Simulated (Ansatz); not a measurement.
# Molecular dynamics, with input and output: CuGe$_{16}$ (part 3 of 3)

CuGe$_{16}$ (defect cell, 17 atoms in the cell); DFT PBE, scalar-relativistic, plane waves, PAW, PAW set soft_1, no spin polarisation (Ansatz 0.2.0); cutoff 420 eV, 2×2×2 k-mesh, Fermi–Dirac smearing of 0.05 eV. It belongs to a series of runs on one base structure; here: dynamics from the last frame of the run before.

Geometry of the input (Å; fractional positions):
```
0.0000  5.6600  5.6600
5.6600  0.0000  5.6600
5.6600  5.6600  0.0000
Ge 0.0745  -0.0332  -0.0023
Ge 0.2145  0.1121  0.0985
Ge -0.0274  0.0114  0.4587
Ge 0.0714  0.1324  0.6427
Ge -0.0097  0.5038  0.0016
Ge 0.0937  0.6186  0.1501
Ge -0.0656  0.4951  0.5091
Ge 0.0678  0.6422  0.6205
Ge 0.6113  0.0234  0.0316
Ge 0.7347  0.1356  0.2119
Ge 0.4619  0.0585  0.5196
Ge 0.6230  0.1564  0.6650
Ge 0.4586  0.4524  -0.0598
Ge 0.6346  0.5170  0.1071
Ge 0.4202  0.5217  0.4780
Ge 0.5401  0.6892  0.5799
Cu 0.4842  0.8330  0.8614
```

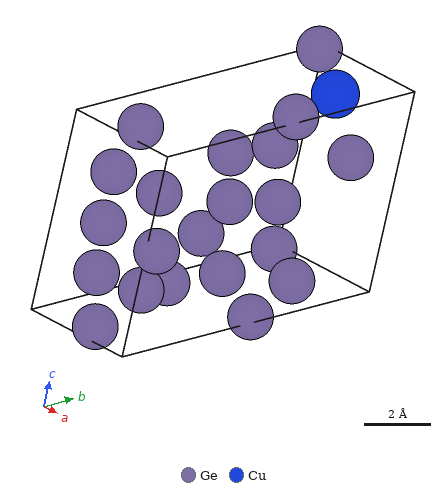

Fig. 1: The geometry at step 127 of the log (spheres-only view of the cell of the calculation, seen slightly off an axis).

## Trajectory as extended XYZ, continued
```
17
Lattice="0.0000 5.6600 5.6600 5.6600 0.0000 5.6600 5.6600 5.6600 0.0000" Properties=species:S:1:pos:R:3:forces:R:3 step=36 time_fs=108.0 energy=-75339.76638 temperature=615.3
Ge   -0.1017    0.6097    0.2992   -0.8777  -0.9489  -0.7557
Ge    1.3964    1.7003    1.8470    0.3411   1.1758  -0.0760
Ge    2.9729    2.6363   -0.0597   -0.6517  -0.2165  -0.0956
Ge    4.4403    4.0628    1.2297   -0.1656   1.6684  -0.6767
Ge    2.7598   -0.1264    2.5670   -0.3996  -0.3338   1.8190
Ge    4.2377    1.4231    3.8938    0.3444  -0.5583   0.1828
Ge    5.8300    2.5417    2.2987    0.4626  -0.4600   1.3857
Ge    7.0349    3.8062    4.0531    0.7777   0.5228  -0.3050
Ge    0.4711    3.6315    3.4050   -0.5594  -0.9823  -0.5571
Ge    2.0110    4.9121    4.9031   -0.3967   0.8796   0.2885
Ge    3.3448    5.5485    2.9183    0.1530  -0.2354  -0.3706
Ge    4.8270    7.1973    4.3187   -0.2905   0.3673   0.1609
Ge    2.1777    2.2068    5.0627    0.2792   0.1859  -0.4146
Ge    3.6024    4.1027    6.5608    1.3327  -0.3123  -0.4175
Ge    5.7301    5.2637    5.5503   -0.7589  -0.8334  -0.1225
Ge    7.2381    6.4482    7.0422    0.1840   0.0562   0.2301
Cu    9.6821    7.7079    7.6939    0.2254   0.0248  -0.2759
17
Lattice="0.0000 5.6600 5.6600 5.6600 0.0000 5.6600 5.6600 5.6600 0.0000" Properties=species:S:1:pos:R:3:forces:R:3 step=55 time_fs=165.0 energy=-75339.83708 temperature=702.2
Ge   -0.1826    0.6321    0.2711    0.3505  -0.2496  -0.0698
Ge    1.5640    1.7907    1.7874   -0.5535  -0.4203  -0.4845
Ge    2.8572    2.6531   -0.0430    1.9883  -0.2689   0.6342
Ge    4.4271    4.2905    1.2148    0.4149  -1.3667  -0.5313
Ge    2.6755   -0.1641    2.6210    0.7583  -0.5386  -0.4325
Ge    4.4070    1.0615    3.7668    0.2636   0.5336   0.1280
Ge    5.8440    2.5462    2.3963    0.2095   0.7260   0.6191
Ge    7.3222    3.9682    4.1524   -1.7749  -0.3955  -1.4731
Ge    0.6023    3.3906    3.3094   -0.6221   0.5922   0.5427
Ge    2.1001    5.0356    4.8733   -0.7746   0.2781  -0.0872
Ge    3.3426    5.6257    2.8150   -0.3399   1.0726   0.4427
Ge    4.8561    7.2701    4.4738   -0.4325  -0.3836  -0.3791
Ge    2.4015    2.2187    4.7969    0.3638  -0.0666   0.6423
Ge    3.8233    4.1605    6.4193   -0.9283  -0.3354   0.5741
Ge    5.7995    5.1543    5.6047   -0.0638   0.7170  -0.8279
Ge    7.2306    6.5548    6.9005    0.8840   0.8128   0.2775
Cu    9.7851    7.8444    7.5776    0.2568  -0.7069   0.4249
17
Lattice="0.0000 5.6600 5.6600 5.6600 0.0000 5.6600 5.6600 5.6600 0.0000" Properties=species:S:1:pos:R:3:forces:R:3 step=73 time_fs=219.0 energy=-75339.65355 temperature=1122.3
Ge   -0.0837    0.7050    0.2602   -0.6620  -1.2733   0.5361
Ge    1.5880    1.6534    1.6182    0.3048   0.8953   1.6579
Ge    3.1107    2.6461    0.0395   -0.3750   0.4164  -0.5486
Ge    4.5724    4.2030    1.1606   -0.2100   0.9391   0.6203
Ge    2.8445   -0.1627    2.7173    0.5925  -0.3332  -0.7022
Ge    4.6410    1.0817    3.8373   -1.4423   0.2242  -0.7832
Ge    5.8797    2.5811    2.4358    0.8986   0.6430   0.2501
Ge    7.3998    3.8368    4.0265   -1.1039   0.0332   0.6483
Ge    0.5124    3.4022    3.4164    0.6831   0.5697  -0.5920
Ge    2.0607    5.3025    4.9635    0.1418  -0.4385  -0.6454
Ge    3.2643    5.7884    2.7536    1.0942  -1.3636   1.1817
Ge    4.8763    7.2931    4.4401   -0.0178  -1.3772  -0.2620
Ge    2.3674    2.1785    4.7194    0.7891   0.2877  -0.0353
Ge    3.7736    4.0819    6.3149    0.1627   0.4650   0.2806
Ge    5.9042    5.2649    5.6112   -0.0519  -0.1757  -0.4616
Ge    7.4742    6.8077    6.9332   -1.2857   0.2276  -1.2473
Cu    9.8307    7.8222    7.6524    0.4817   0.2601   0.1026
17
Lattice="0.0000 5.6600 5.6600 5.6600 0.0000 5.6600 5.6600 5.6600 0.0000" Properties=species:S:1:pos:R:3:forces:R:3 step=91 time_fs=273.0 energy=-75339.65689 temperature=857.2
Ge    0.1303    0.4845    0.2717   -1.4763   0.7929  -0.1289
Ge    1.6389    1.8059    1.7707    0.8226  -0.5746  -0.1429
Ge    3.1860    2.7544   -0.0384    0.3738  -0.4867   0.4508
Ge    4.6609    4.2878    1.3216   -0.3932  -0.6358  -0.4171
Ge    3.0936   -0.2270    2.6285   -1.4333  -0.4079   0.1358
Ge    4.7280    1.1042    3.7218   -0.0085   0.8158   0.4755
Ge    6.1260    2.6391    2.2631    0.2355  -0.5942   0.6527
Ge    7.2657    3.7603    4.1318    0.4398   0.6967  -1.0956
Ge    0.6443    3.4220    3.3728   -0.7362   0.6948  -0.1871
Ge    2.2149    5.5562    5.0424    1.1969  -0.7198  -0.6733
Ge    3.3988    5.7379    2.7966   -1.0744  -0.4271  -0.1651
Ge    4.8717    7.0964    4.2675    0.1415   0.8815   0.4365
Ge    2.4961    2.3849    4.5261    1.6044  -0.2876   0.0498
Ge    3.7393    4.0137    6.3405    0.6944   0.5896  -0.4162
Ge    5.9269    5.2533    5.4474   -0.5578  -0.3175   0.8216
Ge    7.6206    6.8329    6.5767   -0.2595  -0.3978   0.6543
Cu    9.9495    7.7664    7.6689    0.4302   0.3777  -0.4508
17
Lattice="0.0000 5.6600 5.6600 5.6600 0.0000 5.6600 5.6600 5.6600 0.0000" Properties=species:S:1:pos:R:3:forces:R:3 step=109 time_fs=327.0 energy=-75339.16910 temperature=884.3
Ge   -0.1117    0.5992    0.2996    1.0751  -0.6152  -1.0491
Ge    1.8387    1.7001    1.9411   -0.3143   0.0126  -0.4784
Ge    3.2266    2.7336    0.0401    0.1234  -0.1659  -0.1026
Ge    4.7801    4.2156    1.4084    0.0983  -1.2224  -0.3313
Ge    2.9645   -0.4540    2.7525    1.2420   1.2023  -1.5129
Ge    4.6156    1.1688    3.7454    0.8888  -0.7552  -0.8545
Ge    6.3081    2.4007    2.2775   -0.1006   0.4916   0.5759
Ge    7.3407    3.8997    4.1262   -1.2577  -1.2020   0.9415
Ge    0.5634    3.5942    3.3731    0.1498  -0.4570  -0.1475
Ge    2.2973    5.6529    5.0495   -0.8259   0.2404   0.7011
Ge    3.2387    5.4916    2.8199   -0.3209  -0.3066  -1.1167
Ge    4.7251    7.0415    4.0547    0.8099   0.6421   2.2439
Ge    2.7419    2.4832    4.3483   -0.9370   0.6707   0.4614
Ge    3.8177    4.0227    6.1593   -0.0039  -0.1358   1.2580
Ge    5.8482    5.3485    5.5729    0.5127   0.0300  -0.5941
Ge    7.9096    6.7683    6.4478   -0.7002  -0.0544   0.4053
Cu   10.1914    7.4930    7.5316   -0.4394   1.6249  -0.4000
17
Lattice="0.0000 5.6600 5.6600 5.6600 0.0000 5.6600 5.6600 5.6600 0.0000" Properties=species:S:1:pos:R:3:forces:R:3 step=127 time_fs=381.0 energy=-75338.75618 temperature=733.2
Ge   -0.2225    0.7052    0.2509    0.5869  -1.1765   1.0778
Ge    1.9325    1.6428    1.8174   -1.3348  -0.8697   1.4756
Ge    3.1770    2.6007    0.1299   -0.1128   1.1283  -1.4058
Ge    4.7137    3.9988    1.4546    0.5135   0.3982  -0.2190
Ge    3.1230   -0.5455    2.6085   -1.3857   0.0488   0.7937
Ge    4.6552    0.9619    3.7234    0.0566   0.6359  -1.2582
Ge    6.4076    2.3461    2.4968   -0.7801  -1.0613  -1.4330
Ge    7.0954    3.7033    4.2272    1.1785   1.5673   1.4017
Ge    0.4468    3.3910    3.4556    0.7605   0.1262  -0.2825
Ge    2.0313    5.6122    4.9812    0.3627  -0.4886   0.0242
Ge    3.1684    5.5117    2.7009    0.7265  -0.4261   1.1689
Ge    4.7652    7.1447    4.3725    0.1476  -0.3519  -0.4845
Ge    2.7622    2.5928    4.3302   -0.1241  -0.5629   0.4278
Ge    3.8344    3.9752    6.2521   -0.1598  -0.2943  -0.2464
Ge    5.7495    5.4309    5.7703    0.5664  -0.8358  -0.6953
Ge    7.8842    6.5671    6.4815   -0.9410   1.4435  -0.7095
Cu   10.1391    7.5529    7.6355   -0.0611   0.7189   0.3645
17
Lattice="0.0000 5.6600 5.6600 5.6600 0.0000 5.6600 5.6600 5.6600 0.0000" Properties=species:S:1:pos:R:3:forces:R:3 step=145 time_fs=435.0 energy=-75338.62723 temperature=730.4
Ge   -0.2161    0.5898    0.3771   -0.5018  -0.6913   0.0811
Ge    1.6989    1.5813    1.7948    0.8028  -0.0761   0.5376
Ge    3.2576    2.6431   -0.0039   -0.3792   0.3440   1.1079
Ge    4.7636    4.0807    1.5552    0.1709  -0.7611  -0.8084
Ge    3.1782   -0.5688    2.6418   -1.7831  -0.0101   0.5064
Ge    4.7132    0.9349    3.6947    0.5574   0.1667  -0.1182
Ge    6.3640    2.3598    2.4924   -0.2223   0.8411   0.6254
Ge    7.1180    3.7761    4.5212    0.3344   0.2536  -1.1822
Ge    0.3387    3.2377    3.4265    1.3056   0.4804   0.3164
Ge    1.8541    5.5370    4.9586    0.9347  -0.6491  -0.2165
Ge    3.1562    5.4103    2.7542   -0.0256   1.0003   0.2911
Ge    4.7816    6.9493    4.4378   -0.2240  -0.1336  -1.1255
Ge    3.0251    2.5970    4.3886   -1.4548  -0.6967  -0.8550
Ge    3.7559    3.9008    6.2077    0.4136   1.1661   0.6429
Ge    5.8190    5.4250    5.9596   -0.1604  -1.3043  -0.2570
Ge    7.7670    6.8506    6.4960    0.7894   0.2290   0.1461
Cu   10.1643    7.7069    7.6109   -0.5578  -0.1590   0.3079
17
Lattice="0.0000 5.6600 5.6600 5.6600 0.0000 5.6600 5.6600 5.6600 0.0000" Properties=species:S:1:pos:R:3:forces:R:3 step=164 time_fs=492.0 energy=-75338.70165 temperature=1049.1
Ge   -0.4186    0.4011    0.3509    1.0502   1.1906  -0.7130
Ge    1.6798    1.6011    1.6951    0.0052  -0.1112   0.0636
Ge    3.4698    2.7265    0.0585   -1.1145  -0.8081  -0.5607
Ge    4.7657    4.0800    1.5159   -0.5267  -0.3184   0.6453
Ge    2.8966   -0.4261    2.8063    0.1110   0.5947  -0.8368
Ge    4.8437    0.9758    3.5867   -0.4770  -0.3749  -0.1542
Ge    6.3793    2.4925    2.3064    1.1261  -0.1653   0.6276
Ge    7.3316    3.8135    4.3757   -0.3528  -0.0105   0.2717
Ge    0.4490    3.4056    3.5269   -0.0328  -0.3029  -0.2727
Ge    1.9947    5.2828    5.0083   -1.3824   0.5253   0.2047
Ge    3.0098    5.4553    2.8034    0.3895   0.2725  -0.9499
Ge    4.6770    6.7085    4.2867    0.3868   0.3218   0.3378
Ge    2.8522    2.6315    4.0884    0.0322  -0.2856  -0.4678
Ge    3.7129    4.0467    6.1208   -0.0335  -0.4017   1.2463
Ge    5.8715    5.2018    6.1800    0.9884  -0.0077  -0.6840
Ge    8.1507    7.0307    6.2769   -1.2911  -0.4534   0.1946
Cu    9.9408    7.7540    7.4952    1.1214   0.3346   1.0475
17
Lattice="0.0000 5.6600 5.6600 5.6600 0.0000 5.6600 5.6600 5.6600 0.0000" Properties=species:S:1:pos:R:3:forces:R:3 step=182 time_fs=546.0 energy=-75339.13534 temperature=1045.9
Ge   -0.4865    0.4497    0.3259    0.4521  -0.3542  -1.2448
Ge    1.5922    1.5333    1.6199    0.1159   0.2980  -0.4101
Ge    3.4272    2.5276   -0.1608   -0.5048   0.3944   1.0112
Ge    4.7074    3.9696    1.5669   -0.4842  -0.4430  -0.6625
Ge    2.8207   -0.3421    2.7032    0.7514   0.3088  -0.6850
Ge    4.9725    0.9646    3.3453   -0.4277  -0.7529   0.5189
Ge    6.6298    2.5693    2.2872   -0.1996   0.1112  -0.0544
Ge    7.3857    3.8173    4.2583   -0.1042   0.0287   0.7343
Ge    0.4996    3.2945    3.5128   -0.2939  -0.0429  -0.1324
Ge    1.8658    5.1515    5.0384   -0.0337  -0.0021  -0.2921
Ge    2.9891    5.5104    2.6660    0.0438  -0.3403   0.4266
Ge    4.6648    6.5779    4.2260    0.8474  -0.2333   0.3477
Ge    2.9418    2.6533    3.7834    0.2766  -0.0869   0.5991
Ge    3.7883    3.8880    6.2275   -0.5607   0.7631  -0.0525
Ge    6.0851    5.0723    6.1384   -0.3420  -0.3297  -0.6964
Ge    8.0092    6.8949    6.2632    0.1696   0.4894  -0.3888
Cu   10.1697    7.7127    7.5022    0.2941   0.1915   0.9812
17
Lattice="0.0000 5.6600 5.6600 5.6600 0.0000 5.6600 5.6600 5.6600 0.0000" Properties=species:S:1:pos:R:3:forces:R:3 step=200 time_fs=600.0 energy=-75338.50579 temperature=703.1
Ge   -0.3720    0.2969    0.2868   -0.7283   0.3337  -0.3627
Ge    1.5113    1.6584    1.4517    0.6334  -0.7181   0.3012
Ge    3.2957    2.5068   -0.0417    0.1837  -0.8522  -0.8993
Ge    4.5832    3.7635    1.5122    0.6413   0.0798  -0.2825
Ge    2.8280   -0.2771    2.5677    0.0363   0.2871  -0.2297
Ge    4.8916    0.9294    3.4191    0.6932  -0.2427  -0.1311
Ge    6.6720    2.8489    2.1949    0.5819  -0.9156   0.3340
Ge    7.4695    3.9476    4.3705   -0.3538   0.1081  -0.5838
Ge    0.6628    3.1493    3.3945    0.3809   1.2273   1.2141
Ge    1.9021    5.1221    5.1478   -0.0312   0.1022  -0.9391
Ge    3.0918    5.3247    2.4193   -0.8633   1.3730   0.9330
Ge    4.7394    6.5802    4.2249   -0.2532  -0.1976   0.5243
Ge    3.0078    2.5450    3.8433    0.2410  -0.0803   0.6031
Ge    3.6448    3.7870    6.2112    0.5165  -0.1760   0.4859
Ge    6.0346    5.0279    6.0968   -0.6924   0.1339  -0.2805
Ge    7.8448    6.8938    6.0909    0.2679   0.3305   0.4647
Cu   10.5145    7.7929    7.7016   -1.2541  -0.7932  -1.1515
```

## Key numbers

- outcome: finished
- mean temperature over the second half: 837 K
- trajectory: 200 steps, 600 fs
- ensemble: nvt_langevin
- temperature in the input: 840.0 K
- time step: 3 fs
- electrons treated: 243
- potential energy (free energy of the electrons) (last step): −75338.5058 eV
- Fermi energy (last step): 8.929 eV
- largest force (length of the vector) (last step): 1.878 eV/Å
- wall time: 33 min (CPU time 66 min)
- peak memory: 1.3 GiB
